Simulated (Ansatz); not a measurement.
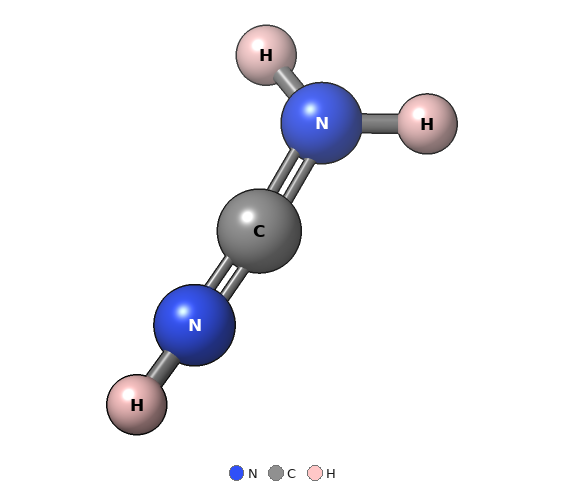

Figure made from data computed with Ansatz.

Orthographic view. Atoms fade into the background with distance from the viewer. The species has charge +1 and is a spin singlet. Geometry: a frame of the PBE0-D4/def2-SVP trajectory.

### Give the standard InChI.

InChI=1S/CH2N2/c2-1-3/h2-3H/p+1
